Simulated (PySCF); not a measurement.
# C3H4N2OSi: electronic excitations and core binding energies

Aim: predict the electronic excitations and core binding energies of C3H4N2OSi (`N#C/C=N/[SiH2]C=O`).

Programs: PySCF 2.14.0, with density-fitted response routines of our own. Each step states its level of theory. These are calculated values for one molecule in the gas phase, unless marked as measured. Atoms are numbered from 0 throughout.

### Step 1. Starting geometry

11 atoms, charge 0, multiplicity 1; geometry from: GFN2-xTB.

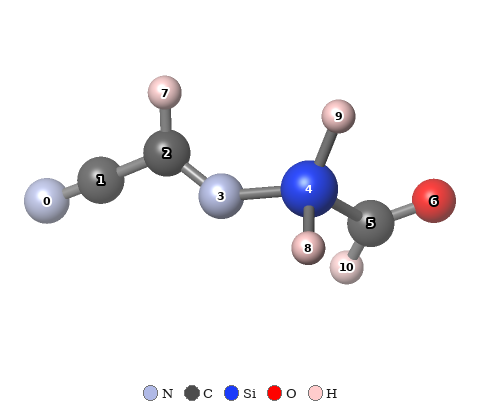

The starting geometry (nitrogen light blue, carbon dark grey, silicon blue, oxygen red, hydrogen pink), atoms numbered.

### Step 2. Excited states and response: B3LYP/def2-SVPD

The job: settings as JSON, then the geometry in Å.

```
{"job": {"kind": "uv", "xc": "B3LYP", "basis": "def2-SVPD", "nstates": 8, "ntriplets": 3}, "charge": 0, "multiplicity": 1}
N      3.743825     1.017026    -0.406905
C      2.784195     0.390944    -0.378788
C      1.612405    -0.411929    -0.357642
N      0.568110    -0.024031     0.227841
Si    -1.024239    -0.590369     0.468969
C     -2.036369     0.835038    -0.338982
O     -3.096073     0.651488    -0.872400
H      1.720629    -1.370041    -0.880790
H     -1.177130    -0.493865     1.916414
H     -1.465137    -1.862985    -0.099351
H     -1.624792     1.861396    -0.264410
```

With the program's defaults for keys left out, this is: TDDFT B3LYP/def2-SVPD, vertical, gas phase, core orbitals frozen in the response.

Launch:

```
$ OMP_NUM_THREADS=1 python probes_run.py task.json out
```

One launch serves the whole session: the jobs run in the order shown.

Standard output:

```text
coarse grid: 10576 points
cycle   1  E = -590.3504956797  dE =  9.979e-01  |g| = 8.613e-01  |ddm| = 4.900e+00
cycle   2  E = -589.1195788516  dE =  1.231e+00  |g| = 2.437e+00  |ddm| = 2.859e+00
cycle   3  E = -590.4804348630  dE = -1.361e+00  |g| = 3.576e-01  |ddm| = 2.160e+00
cycle   4  E = -590.5037609635  dE = -2.333e-02  |g| = 2.073e-01  |ddm| = 7.798e-01
cycle   5  E = -590.5114430117  dE = -7.682e-03  |g| = 7.635e-02  |ddm| = 2.779e-01
cycle   6  E = -590.5130161211  dE = -1.573e-03  |g| = 1.390e-02  |ddm| = 1.007e-01
cycle   7  E = -590.5130512754  dE = -3.515e-05  |g| = 6.412e-03  |ddm| = 1.858e-02
cycle   8  E = -590.5130585690  dE = -7.294e-06  |g| = 3.741e-03  |ddm| = 9.743e-03
cycle   9  E = -590.5130615707  dE = -3.002e-06  |g| = 6.769e-04  |ddm| = 4.037e-03
final grid: 100232 points
cycle  10  E = -590.6038487408  dE = -1.710e-05  |g| = 3.459e-03  |ddm| = 6.217e-02
cycle  11  E = -590.6038401080  dE =  8.633e-06  |g| = 7.252e-03  |ddm| = 1.149e-02
cycle  12  E = -590.6038512875  dE = -1.118e-05  |g| = 1.074e-03  |ddm| = 7.282e-03
cycle  13  E = -590.6038515457  dE = -2.582e-07  |g| = 2.843e-04  |ddm| = 1.385e-03
cycle  14  E = -590.6038515595  dE = -1.376e-08  |g| = 1.349e-04  |ddm| = 3.626e-04
cycle  15  E = -590.6038515633  dE = -3.859e-09  |g| = 3.198e-05  |ddm| = 1.526e-04
cycle  16  E = -590.6038515636  dE = -2.697e-10  |g| = 8.507e-06  |ddm| = 5.317e-05
converged SCF energy = -590.6038515636

Static polarisability (au): isotropic 83.611, principal 58.771 68.868 123.195

Singlet excitations
state   eV       nm        f      main configurations
  1   3.1154    398.0   0.01911   H->L+1 0.54, H->L 0.44
  2   3.5065    353.6   0.00080   H-1->L 0.97
  3   3.6989    335.2   0.08164   H->L 0.54, H->L+1 0.43
  4   5.0423    245.9   0.01510   H-1->L+1 0.98
  5   5.6493    219.5   0.00118   H-3->L 0.96
  6   5.7931    214.0   0.00925   H->L+2 0.94
  7   6.0919    203.5   0.25725   H-2->L 0.84
  8   6.3684    194.7   0.01860   H->L+3 0.93

Triplet excitations (Tamm-Dancoff, eV): 2.4766 2.9541 3.2283
```

Wall time 16 s (1 thread of Intel Xeon 6975P-C, shared host); peak memory 0.71 GiB.

Frontier orbitals and where they lie:

```csv
orbital,eV,atoms
HOMO−3,-10.22,"N0 50 %, C1 39 %, C2 5 %"
HOMO−2,-9.64,"N0 28 %, N3 23 %, C1 19 %"
HOMO−1,-8.17,"N3 59 %, C2 13 %, Si4 10 %"
HOMO,-7.19,"O6 51 %, C5 20 %, Si4 11 %"
LUMO,-3.15,"N3 28 %, C2 27 %, N0 15 %"
LUMO+1,-2.18,"C5 36 %, O6 32 %, Si4 12 %"
LUMO+2,-0.55,"Si4 20 %, C2 14 %, N0 14 %"
```

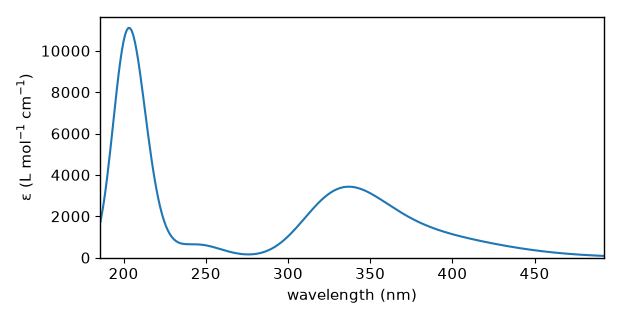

Absorption spectrum: each of the 8 states is a Gaussian band of 0.4 eV half-width at 1/e. Beyond the last state computed it falls off for lack of states.

Further results of this job:

| property | computed |
| --- | --- |
| dipole moment (D) | 2.65 |
| polarisability (Å³) | 12.39 |
| HOMO–LUMO gap (eV) | 4.05 |
| −ε(HOMO) (eV) | 7.19 |

### Step 3. Core holes by ΔSCF: SCAN, X2C

Settings changed since step 2:

```diff
@@ -1,2 +1,2 @@
-{"job": {"kind": "uv", "xc": "B3LYP", "basis": "def2-SVPD", "nstates": 8, "ntriplets": 3}, "charge": 0, "multiplicity": 1}
+{"job": {"kind": "xps"}, "charge": 0, "multiplicity": 1}
 N      3.743825     1.017026    -0.406905
```

Method: delta-SCF UKS SCAN, pcX-2 on the ionised atom, pcseg-1 elsewhere, spin-free X2C.

Standard output:

```text
ground state, core basis on atom 0 (N), 153 functions
  cycle   1  E = -591.26962402  |g| = 7.81e-01
  cycle   2  E = -589.29247211  |g| = 2.66e+00
  cycle   3  E = -591.29874701  |g| = 6.10e-01
  cycle   4  E = -591.39016999  |g| = 2.07e-01
  cycle   5  E = -591.39324104  |g| = 1.61e-01
  cycle   6  E = -591.40056429  |g| = 1.99e-02
  cycle   7  E = -591.40065169  |g| = 7.43e-03
  cycle   8  E = -591.40065874  |g| = 5.15e-03
  cycle   9  E = -591.40066601  |g| = 1.98e-03
  cycle  10  E = -591.40066474  |g| = 4.71e-04
  E(ground) = -591.44551843 Eh
hole in N 1s of atom 0
  cycle   1  E = -575.78323312  |g| = 1.84e+00
  cycle   2  E = -571.32972836  |g| = 2.84e+00
  cycle   3  E = -572.18629118  |g| = 1.88e+00
  cycle   4  E = -575.49053454  |g| = 1.03e+00
  cycle   5  E = -573.70385271  |g| = 1.75e+00
  cycle   6  E = -576.38005718  |g| = 4.85e-01
  cycle   7  E = -576.41932786  |g| = 3.70e-01
  cycle   8  E = -576.49270609  |g| = 1.56e-01
  cycle   9  E = -576.50493189  |g| = 6.06e-02
  cycle  10  E = -576.50634441  |g| = 4.42e-02
  cycle  11  E = -576.50793387  |g| = 1.71e-02
  cycle  12  E = -576.50803861  |g| = 2.05e-02
  cycle  13  E = -576.50810322  |g| = 2.33e-02
  cycle  14  E = -576.50779939  |g| = 3.28e-02
  cycle  15  E = -576.50821765  |g| = 2.28e-02
  cycle  16  E = -576.50842000  |g| = 1.85e-02
  cycle  17  E = -576.50864497  |g| = 4.99e-03
  cycle  18  E = -576.50867141  |g| = 3.83e-03
  cycle  19  E = -576.50868441  |g| = 5.66e-04
  cycle  20  E = -576.50868383  |g| = 6.54e-04
  cycle  21  E = -576.50868496  |g| = 4.03e-04
  E(ion) = -576.55336104 Eh   <S^2> = 0.9868   hole on atom = 1.000   binding energy = 405.236 eV
ground state, core basis on atom 1 (C), 153 functions
  cycle   1  E = -591.39139700  |g| = 5.89e-02
  cycle   2  E = -591.39095597  |g| = 4.82e-02
  cycle   3  E = -591.39051818  |g| = 6.44e-02
  cycle   4  E = -591.39146749  |g| = 1.05e-02
  cycle   5  E = -591.39149683  |g| = 2.26e-03
  cycle   6  E = -591.39149973  |g| = 5.83e-04
  cycle   7  E = -591.39149831  |g| = 2.09e-04
  E(ground) = -591.44018498 Eh
hole in C 1s of atom 1
  cycle   1  E = -580.08961479  |g| = 1.50e+00
  cycle   2  E = -573.84566207  |g| = 3.02e+00
  cycle   3  E = -575.51868656  |g| = 1.99e+00
  cycle   4  E = -579.47357879  |g| = 1.18e+00
  cycle   5  E = -580.50472269  |g| = 5.20e-01
  cycle   6  E = -579.58393299  |g| = 1.25e+00
  cycle   7  E = -580.60132802  |g| = 2.64e-01
  cycle   8  E = -580.63250511  |g| = 1.80e-01
  cycle   9  E = -580.64791778  |g| = 4.22e-02
  cycle  10  E = -580.64751609  |g| = 4.46e-02
  cycle  11  E = -580.64927345  |g| = 1.44e-02
  cycle  12  E = -580.64915256  |g| = 1.60e-02
  cycle  13  E = -580.64939001  |g| = 6.54e-03
  cycle  14  E = -580.64943394  |g| = 3.56e-03
  cycle  15  E = -580.64944114  |g| = 5.36e-03
  cycle  16  E = -580.64945796  |g| = 5.33e-03
  cycle  17  E = -580.64943970  |g| = 4.09e-03
  cycle  18  E = -580.64935791  |g| = 7.02e-03
  cycle  19  E = -580.64940326  |g| = 8.05e-04
  cycle  20  E = -580.64940049  |g| = 1.37e-03
  cycle  21  E = -580.64940228  |g| = 7.30e-04
  cycle  22  E = -580.64940295  |g| = 2.60e-04
  E(ion) = -580.69652412 Eh   <S^2> = 0.8167   hole on atom = 1.000   binding energy = 292.350 eV
ground state, core basis on atom 2 (C), 153 functions
  cycle   1  E = -591.38961053  |g| = 6.18e-02
  cycle   2  E = -591.38840812  |g| = 7.68e-02
  cycle   3  E = -591.38894461  |g| = 5.91e-02
  cycle   4  E = -591.38976933  |g| = 8.26e-03
  cycle   5  E = -591.38978325  |g| = 2.20e-03
  cycle   6  E = -591.38978468  |g| = 4.96e-04
  E(ground) = -591.43620005 Eh
hole in C 1s of atom 2
  cycle   1  E = -580.02418471  |g| = 1.51e+00
  cycle   2  E = -577.39096637  |g| = 2.59e+00
  cycle   3  E = -577.71149344  |g| = 1.89e+00
  cycle   4  E = -579.71322274  |g| = 1.04e+00
  cycle   5  E = -580.41520791  |g| = 5.85e-01
  cycle   6  E = -580.49678417  |g| = 5.01e-01
  cycle   7  E = -580.59683972  |g| = 1.73e-01
  cycle   8  E = -580.60319690  |g| = 1.14e-01
  cycle   9  E = -580.61377624  |g| = 3.12e-02
  cycle  10  E = -580.61456980  |g| = 2.16e-02
  cycle  11  E = -580.61460191  |g| = 2.99e-02
  cycle  12  E = -580.61488434  |g| = 2.62e-02
  cycle  13  E = -580.61509460  |g| = 2.83e-02
  cycle  14  E = -580.61567848  |g| = 1.46e-02
  cycle  15  E = -580.61581355  |g| = 5.48e-03
  cycle  16  E = -580.61583210  |g| = 3.61e-03
  cycle  17  E = -580.61584340  |g| = 2.43e-03
  cycle  18  E = -580.61584909  |g| = 7.82e-04
  cycle  19  E = -580.61585017  |g| = 7.77e-04
  cycle  20  E = -580.61585086  |g| = 2.60e-04
  E(ion) = -580.66058353 Eh   <S^2> = 1.0380   hole on atom = 1.000   binding energy = 293.219 eV
ground state, core basis on atom 3 (N), 153 functions
  cycle   1  E = -591.40165431  |g| = 7.53e-02
  cycle   2  E = -591.40135305  |g| = 4.46e-02
  cycle   3  E = -591.40094512  |g| = 6.08e-02
  cycle   4  E = -591.40177151  |g| = 8.35e-03
  cycle   5  E = -591.40179016  |g| = 3.64e-03
  cycle   6  E = -591.40179445  |g| = 6.92e-04
  cycle   7  E = -591.40179479  |g| = 1.76e-04
  E(ground) = -591.44676338 Eh
hole in N 1s of atom 3
  cycle   1  E = -575.78086196  |g| = 1.87e+00
  cycle   2  E = -573.36863332  |g| = 2.60e+00
  cycle   3  E = -573.57190033  |g| = 1.68e+00
  cycle   4  E = -575.43881672  |g| = 9.47e-01
  cycle   5  E = -576.35103320  |g| = 5.25e-01
  cycle   6  E = -576.36435213  |g| = 5.10e-01
  cycle   7  E = -576.48294606  |g| = 1.96e-01
  cycle   8  E = -576.50547095  |g| = 1.06e-01
  cycle   9  E = -576.46137412  |g| = 2.67e-01
  cycle  10  E = -576.50876881  |g| = 8.68e-02
  cycle  11  E = -576.51578788  |g| = 2.03e-02
  cycle  12  E = -576.51594436  |g| = 8.15e-03
  cycle  13  E = -576.51599934  |g| = 2.19e-03
  cycle  14  E = -576.51600489  |g| = 9.89e-04
  cycle  15  E = -576.51600719  |g| = 1.53e-03
  cycle  16  E = -576.51599971  |g| = 1.43e-03
  cycle  17  E = -576.51599632  |g| = 4.38e-04
  E(ion) = -576.56016337 Eh   <S^2> = 0.7789   hole on atom = 1.000   binding energy = 405.085 eV
ground state, core basis on atom 4 (Si), 164 functions
  cycle   1  E = -591.48457101  |g| = 2.87e-01
  cycle   2  E = -591.48440595  |g| = 4.97e-02
  cycle   3  E = -591.48295245  |g| = 8.94e-02
  cycle   4  E = -591.48466821  |g| = 2.61e-02
  cycle   5  E = -591.48479421  |g| = 6.61e-03
  cycle   6  E = -591.48480450  |g| = 2.07e-03
  cycle   7  E = -591.48480409  |g| = 4.37e-04
  E(ground) = -591.48923430 Eh
hole in Si 1s of atom 4
  cycle   1  E = -522.52652917  |g| = 4.35e+00
  cycle   2  E = -521.52510183  |g| = 2.62e+00
  cycle   3  E = -517.76750159  |g| = 2.81e+00
  cycle   4  E = -523.23351162  |g| = 7.67e-01
  cycle   5  E = -523.17976656  |g| = 8.79e-01
  cycle   6  E = -523.53585360  |g| = 3.54e-01
  cycle   7  E = -523.57737445  |g| = 1.56e-01
  cycle   8  E = -523.58557930  |g| = 9.23e-02
  cycle   9  E = -523.58908359  |g| = 3.04e-02
  cycle  10  E = -523.58951365  |g| = 1.20e-02
  cycle  11  E = -523.58957564  |g| = 2.92e-03
  cycle  12  E = -523.58958124  |g| = 8.45e-04
  cycle  13  E = -523.58958081  |g| = 3.26e-04
  E(ion) = -523.60191942 Eh   <S^2> = 0.7524   hole on atom = 1.000   binding energy = 1847.308 eV
hole in Si 2p of atom 4
  cycle   1  E = -587.18377753  |g| = 1.24e+00
  cycle   2  E = -586.48975756  |g| = 1.52e+00
  cycle   3  E = -587.19661230  |g| = 7.99e-01
  cycle   4  E = -587.45584620  |g| = 3.59e-01
  cycle   5  E = -587.49790232  |g| = 1.67e-01
  cycle   6  E = -587.50754672  |g| = 1.05e-01
  cycle   7  E = -587.51274639  |g| = 1.98e-02
  cycle   8  E = -587.51291731  |g| = 7.17e-03
  cycle   9  E = -587.51294155  |g| = 2.07e-03
  cycle  10  E = -587.51294397  |g| = 8.17e-04
  cycle  11  E = -587.51294409  |g| = 6.73e-04
  cycle  12  E = -587.51294331  |g| = 1.71e-04
  E(ion) = -587.52822467 Eh   <S^2> = 0.7522   hole on atom = 1.002   binding energy = 107.785 eV
  2p3/2 = 107.548 eV   2p1/2 = 108.172 eV
ground state, core basis on atom 5 (C), 153 functions
  cycle   1  E = -591.39083918  |g| = 6.12e-02
  cycle   2  E = -591.39084423  |g| = 2.58e-02
  cycle   3  E = -591.39083186  |g| = 2.87e-02
  cycle   4  E = -591.39099732  |g| = 1.14e-02
  cycle   5  E = -591.39102441  |g| = 1.98e-03
  cycle   6  E = -591.39102486  |g| = 1.26e-03
  cycle   7  E = -591.39102573  |g| = 1.59e-04
  E(ground) = -591.43732235 Eh
hole in C 1s of atom 5
  cycle   1  E = -580.04582549  |g| = 1.49e+00
  cycle   2  E = -577.67701537  |g| = 2.31e+00
  cycle   3  E = -577.86232625  |g| = 1.66e+00
  cycle   4  E = -579.21856644  |g| = 1.26e+00
  cycle   5  E = -580.32793495  |g| = 7.38e-01
  cycle   6  E = -580.54328536  |g| = 3.60e-01
  cycle   7  E = -580.57842965  |g| = 2.34e-01
  cycle   8  E = -580.59640991  |g| = 1.52e-01
  cycle   9  E = -580.60444699  |g| = 9.65e-02
  cycle  10  E = -580.61153560  |g| = 2.77e-02
  cycle  11  E = -580.42270893  |g| = 4.90e-01
  cycle  12  E = -580.44318347  |g| = 4.68e-01
  cycle  13  E = -580.41460989  |g| = 4.95e-01
  cycle  14  E = -580.48431353  |g| = 4.16e-01
  cycle  15  E = -580.53885356  |g| = 3.23e-01
  cycle  16  E = -580.61116899  |g| = 3.32e-02
  cycle  17  E = -580.61157938  |g| = 2.96e-02
  cycle  18  E = -580.61205284  |g| = 1.45e-02
  cycle  19  E = -580.61206796  |g| = 1.49e-02
  cycle  20  E = -580.61181208  |g| = 2.39e-02
  cycle  21  E = -580.61202211  |g| = 1.70e-02
  cycle  22  E = -580.61210987  |g| = 1.34e-02
  cycle  23  E = -580.61216522  |g| = 1.03e-02
  cycle  24  E = -580.61223405  |g| = 3.46e-03
  cycle  25  E = -580.61223993  |g| = 2.18e-03
  cycle  26  E = -580.61224107  |g| = 1.47e-03
  cycle  27  E = -580.61224359  |g| = 5.82e-04
  cycle  28  E = -580.61224497  |g| = 1.48e-04
  E(ion) = -580.65677139 Eh   <S^2> = 0.9442   hole on atom = 1.000   binding energy = 293.354 eV
ground state, core basis on atom 6 (O), 153 functions
  cycle   1  E = -591.41513269  |g| = 9.47e-02
  cycle   2  E = -591.41407328  |g| = 7.92e-02
  cycle   3  E = -591.41369322  |g| = 9.19e-02
  cycle   4  E = -591.41528982  |g| = 9.62e-03
  cycle   5  E = -591.41531513  |g| = 2.89e-03
  cycle   6  E = -591.41531709  |g| = 8.85e-04
  cycle   7  E = -591.41531836  |g| = 4.99e-04
  E(ground) = -591.45942416 Eh
hole in O 1s of atom 6
  cycle   1  E = -570.78306775  |g| = 2.22e+00
  cycle   2  E = -569.19012491  |g| = 2.45e+00
  cycle   3  E = -569.28193585  |g| = 1.58e+00
  cycle   4  E = -570.49462808  |g| = 1.03e+00
  cycle   5  E = -571.41692083  |g| = 6.03e-01
  cycle   6  E = -571.49303231  |g| = 4.64e-01
  cycle   7  E = -571.58928759  |g| = 2.28e-01
  cycle   8  E = -571.60700745  |g| = 1.43e-01
  cycle   9  E = -571.61577195  |g| = 8.22e-02
  cycle  10  E = -571.61958451  |g| = 2.38e-02
  cycle  11  E = -571.61986977  |g| = 8.51e-03
  cycle  12  E = -571.61992156  |g| = 2.49e-03
  cycle  13  E = -571.61992974  |g| = 1.65e-03
  cycle  14  E = -571.61993627  |g| = 2.17e-03
  cycle  15  E = -571.61994349  |g| = 6.94e-04
  cycle  16  E = -571.61994512  |g| = 3.26e-04
  E(ion) = -571.66509146 Eh   <S^2> = 0.7927   hole on atom = 1.000   binding energy = 538.631 eV
```

Run time: 59 s. Hardware: 1 thread of Intel Xeon 6975P-C, shared host; peak memory 0.49 GiB.

Binding energies by hole, beside the orbital energy of the ground state; the difference holds orbital relaxation and, for a density functional, its self-interaction error:

```csv
hole,stands for,environment,ΔSCF (eV; 2p as the shell's mean),−ε (eV),⟨S²⟩
N1s on N0,N0,nitrile nitrogen,405.24 (doubtful),386.8,0.987
C1s on C1,C1,nitrile carbon,292.35,275.2,0.817
C1s on C2,C2,C=N carbon,293.22 (doubtful),276.9,1.038
N1s on N3,N3,imine nitrogen,405.09,386.9,0.779
Si1s on Si4,Si4,"silicon bonded to C, N, 2 H",1847.31,1794.2,0.752
Si2p on Si4,Si4,"silicon bonded to C, N, 2 H",107.76,97.1,0.752
C1s on C5,C5,carbonyl carbon,293.35 (doubtful),276.4,0.944
O1s on O6,O6,carbonyl oxygen,538.63,517.4,0.793
```

Doubtful: the ion did not converge, its hole moved, or its ⟨S²⟩ is well above 0.75.

With the spin-orbit splitting: Si4 2p3/2 107.55, 2p1/2 108.17 eV. The table gives each 2p level as the mean over the whole 2p shell (two parts 2p3/2, one part 2p1/2), which differs a little from the single hole in the log.

### Step 4. Outcome

| quantity | value |
| --- | --- |
| lowest singlet (B3LYP/def2-SVPD) | 3.12 eV (398 nm), f = 0.019 |
| brightest single state of those computed | state 7, 6.09 eV, f = 0.257 |
| lowest triplet | 2.48 eV |
| C1s binding energies, SCAN/pcX-2 (standing for 1 of 3 atoms) | C1 292.35 eV |
| N1s binding energies, SCAN/pcX-2 (standing for 1 of 2 atoms) | N3 405.09 eV |
| Si1s binding energies, SCAN/pcX-2 | Si4 1847.31 eV |
| Si2p binding energies, SCAN/pcX-2 | Si4 107.76 eV |
| O1s binding energies, SCAN/pcX-2 | O6 538.63 eV |

In words: The lowest singlet, at 3.12 eV, is HOMO→LUMO+1 0.54, HOMO→LUMO 0.44 and is weak; of the 8 states computed, the strongest absorption comes from state 7 at 6.09 eV. The lowest triplet lies 0.64 eV below the lowest singlet (triplets in Tamm-Dancoff, singlets in full TDDFT).
